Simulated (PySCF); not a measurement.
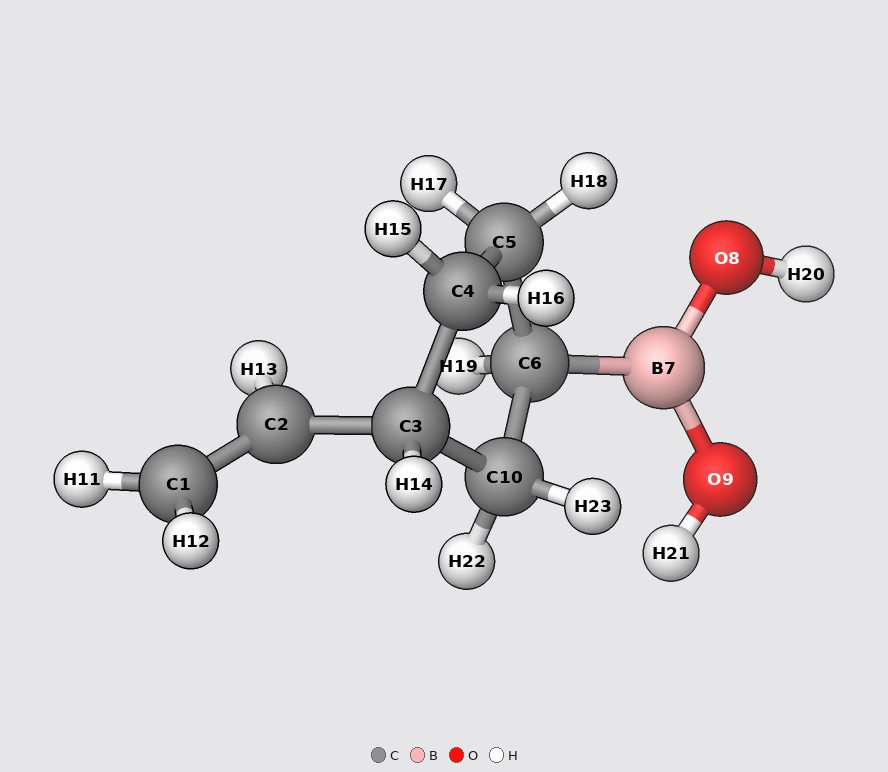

Computed geometry: PBE0-D3(BJ)/def2-SVP optimisation. No frequency run is at hand to confirm it as a minimum. Electric field gradients from the ground-state density, PBE0/pcSseg-1 (PySCF 2.14.0), non-relativistic apart from any core potentials.

Give the largest field-gradient component, the quadrupole coupling constant and the asymmetry for 11B at B7 (Q = 40.59 mb), 17O at O8 (Q = −25.6 mb), 17O at O9 (Q = −25.6 mb).

```tsv
atom	V_zz (a.u.)	e²qQ/h (MHz)	η
B7	0.365	3.48	0.41
O8	1.374	−8.26	0.18
O9	1.369	−8.24	0.25
```
